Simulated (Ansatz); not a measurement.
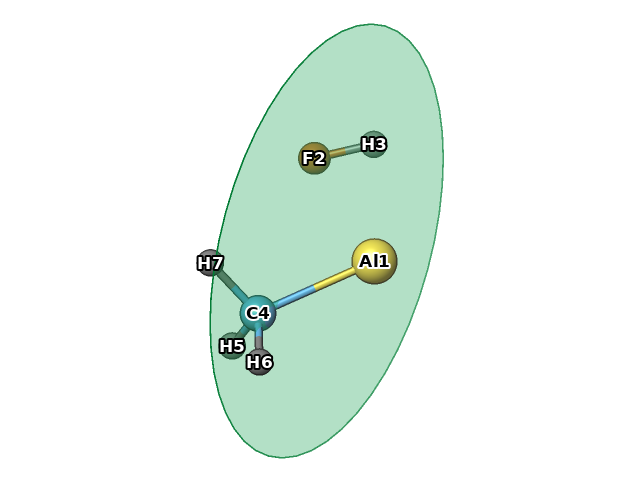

A disc through the centre of mass is drawn in. Distant atoms are faded towards the background colour. Computed geometry: PBE0-D4/def2-TZVP optimisation.

Q: Is the plane of the disc a mirror plane of the structure?

A: No. The point group is Cs, with 1 mirror plane, and this plane isn't one of its mirror planes.
